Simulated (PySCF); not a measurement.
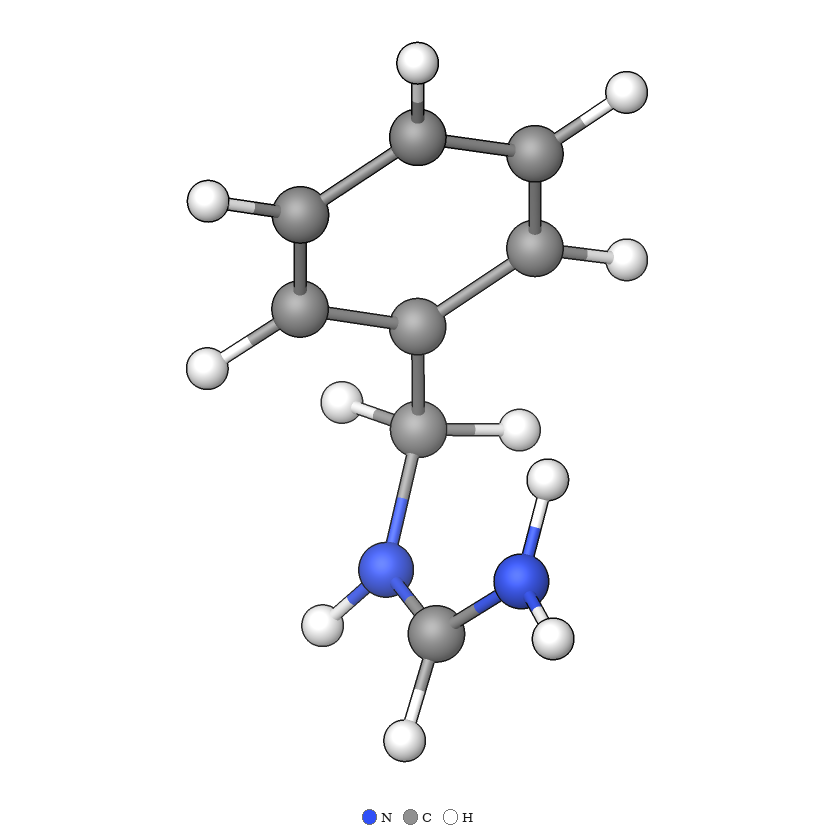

The picture shows a molecular structure as a ball-and-stick model.

State: charge +1, singlet.

Question: Count the atoms of each element.

Answer: C8H11N2(+), 21 atoms: 8 carbon, 11 hydrogen and 2 nitrogen.

Question: What is its SMILES?

Answer: [NH2+]=CNCc1ccccc1

Question: Which point group does it belong to?

Answer: C1.

The parts below concern this one geometry. Atoms keep their numbers from picture to picture. The computed structure is the end point of a PBE0-D3(BJ)/def2-SVP optimisation. No frequency run is at hand to confirm it as a minimum.

Shape

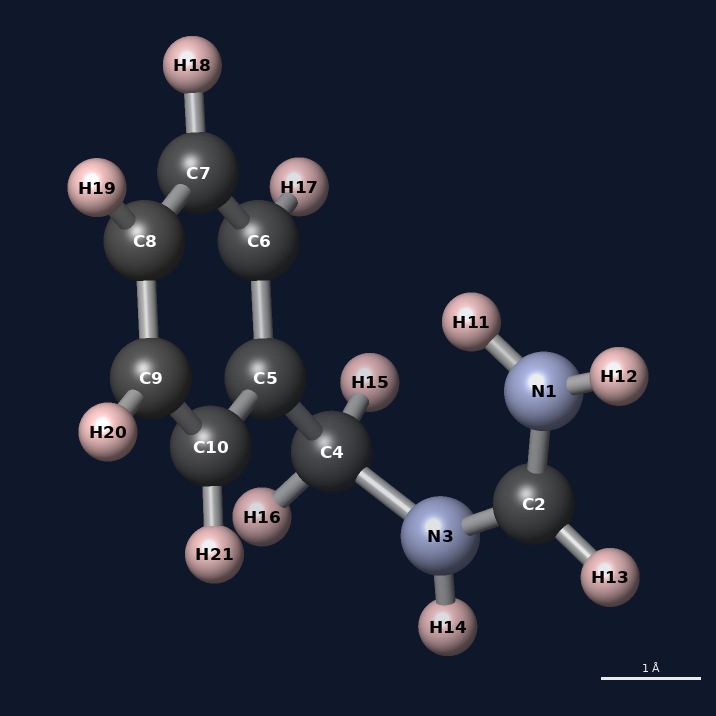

Atoms carry their numbers in the input. No frequency run is at hand to confirm it as a minimum.

What are the angles N1–C2–N3, C2–N3–C4, C2–N3–H14, N3–C4–H15, C4–C5–C10, C5–C4–H16, C5–C6–H17, C5–C10–C9, C6–C7–H18, C7–C6–H17, C9–C8–H19, C9–C10–H21?

```tsv
angle	degrees
N1–C2–N3	125.7
C2–N3–C4	126.6
C2–N3–H14	116.0
N3–C4–H15	108.6
C4–C5–C10	120.6
C5–C4–H16	110.9
C5–C6–H17	120.0
C5–C10–C9	120.2
C6–C7–H18	119.8
C7–C6–H17	119.7
C9–C8–H19	120.0
C9–C10–H21	119.6
```

Quadrupole coupling

No frequency run is at hand to confirm it as a minimum. Electric field gradients from the ground-state density, PBE0/pcSseg-1 (PySCF 2.14.0), non-relativistic apart from any core potentials.

Give the largest field-gradient component, the quadrupole coupling constant and the asymmetry for 14N at N1 (Q = 20.44 mb), 14N at N3 (Q = 20.44 mb), 2H at H11 (Q = 2.86 mb), 2H at H12 (Q = 2.86 mb), 2H at H13 (Q = 2.86 mb), 2H at H14 (Q = 2.86 mb).

```json
{"atom": "N1", "V_zz (a.u.)": "−0.671", "e²qQ/h (MHz)": "−3.22", "η": "0.34"}
{"atom": "N3", "V_zz (a.u.)": "−0.688", "e²qQ/h (MHz)": "−3.30", "η": "0.21"}
{"atom": "H11", "V_zz (a.u.)": "0.345", "e²qQ/h (MHz)": "0.232", "η": "0.20"}
{"atom": "H12", "V_zz (a.u.)": "0.379", "e²qQ/h (MHz)": "0.255", "η": "0.18"}
{"atom": "H13", "V_zz (a.u.)": "0.275", "e²qQ/h (MHz)": "0.185", "η": "0.10"}
{"atom": "H14", "V_zz (a.u.)": "0.372", "e²qQ/h (MHz)": "0.250", "η": "0.19"}
```

Ring current

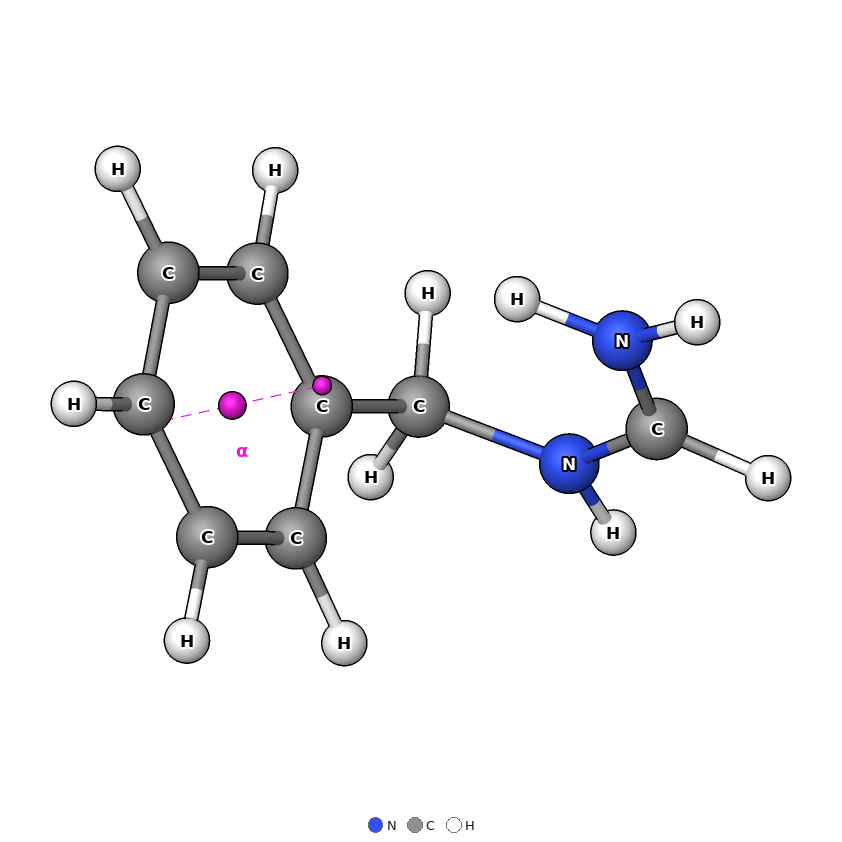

The small points mark where nucleus-independent chemical shifts (NICS) were computed: at the centre of each lettered ring and 1 Å above and below it. No frequency run is at hand to confirm it as a minimum. Properties computed with GIAO mPW1PW91/pcSseg-1 NMR shielding, non-relativistic, gas phase (PySCF 2.14.0).

Give NICS(0), NICS(1) and the out-of-plane component NICS(1)zz for each ring (means of the two sides).

```json
{"ring": "α", "members": "C6", "NICS(0)": "−8.1", "NICS(1)": "−10.9", "NICS(1)zz": "−28.7"}
```

Values in ppm.

Question: What do the values say about the ring currents?

Answer: Ring α: diatropic, as in an aromatic ring. NICS is one index among several.

Excitation

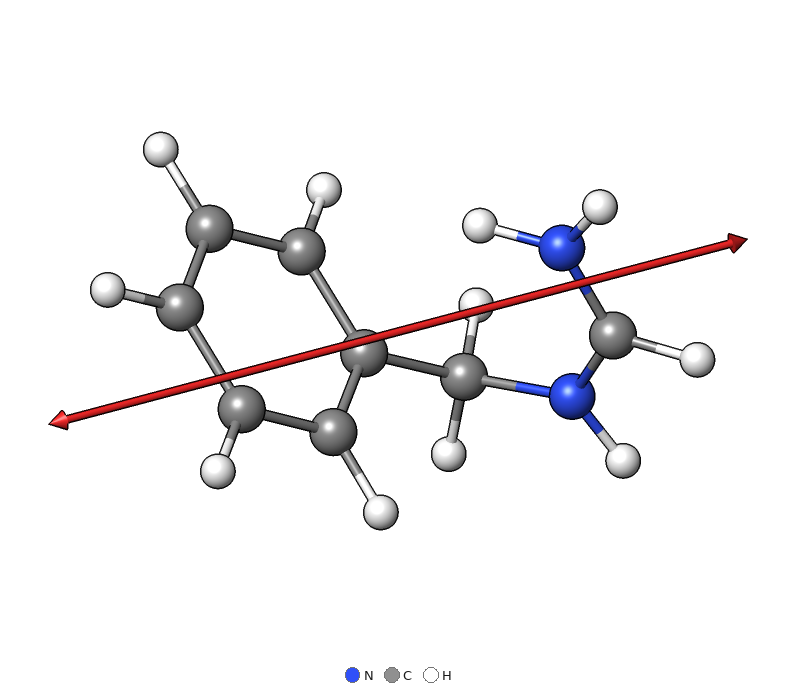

The double arrow shows the direction of the transition dipole to excited singlet state 8 (its length means nothing). No frequency run is at hand to confirm it as a minimum. Method: TDDFT B3LYP/def2-SVPD, vertical, gas phase, core orbitals frozen in the response (PySCF 2.14.0).

Question: Where does the transition lie, and how strong is it?

Answer: 6.64 eV (187 nm), oscillator strength 0.25, of mixed character, with the largest part HOMO−1 → LUMO+2 (weight 0.28); transition dipole 3.17 D.

Polarisability

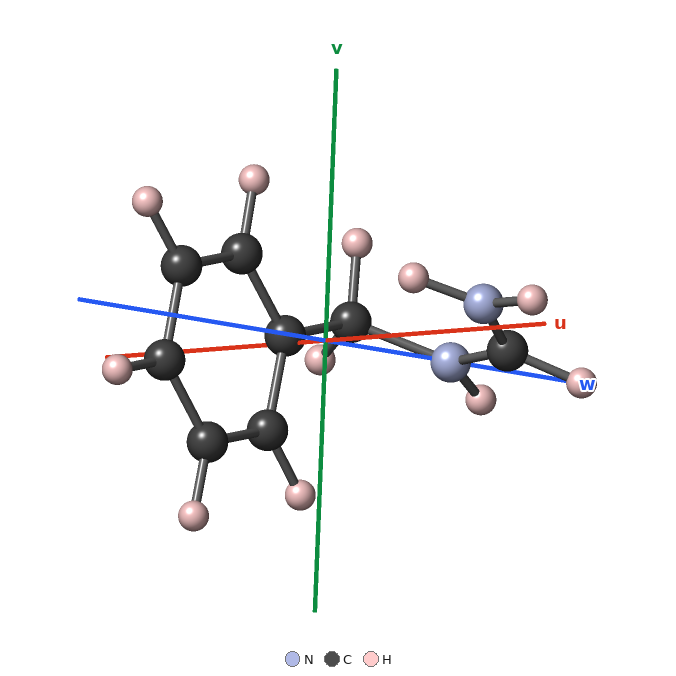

The lines u, v and w are the principal axes of the static dipole polarisability. No frequency run is at hand to confirm it as a minimum. Level of theory: B3LYP/def2-SVPD (PySCF 2.14.0).

Question: Along which axis is the molecule most polarisable, and along which least?

Answer: Most along w, least along u.

Question: Give the three principal values.

Answer: u 83.5, v 97.7, w 123.5 bohr³; mean 101.6, anisotropy 35.1 bohr³.
